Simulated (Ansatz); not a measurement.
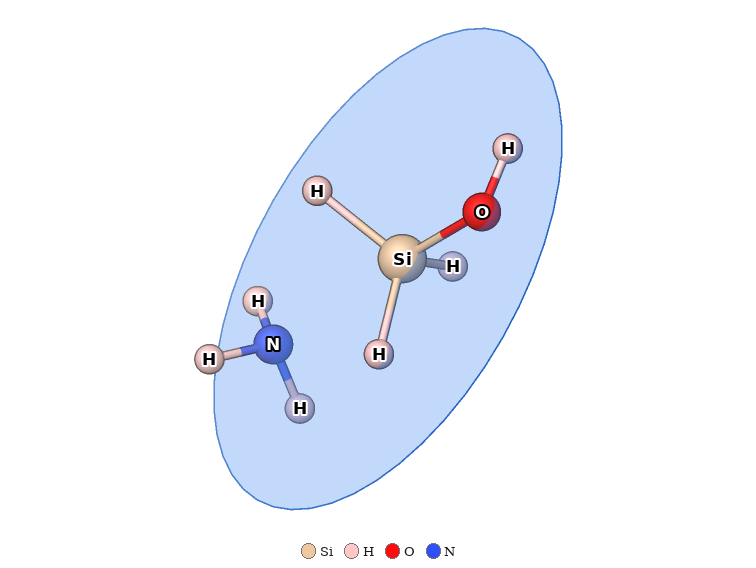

All proper rotation axes (lines) and mirror planes (discs) of the structure are drawn in. Depth is shown by fading: the farther an atom, the more it takes the colour of the background. The geometry was computed by an optimisation with PBE0-D4/def2-TZVP.

Name the symmetry elements and the point group.

It has 1 mirror plane. Point group Cs. The group has 2 operations. The geometry is achiral, and symmetry allows a dipole moment.
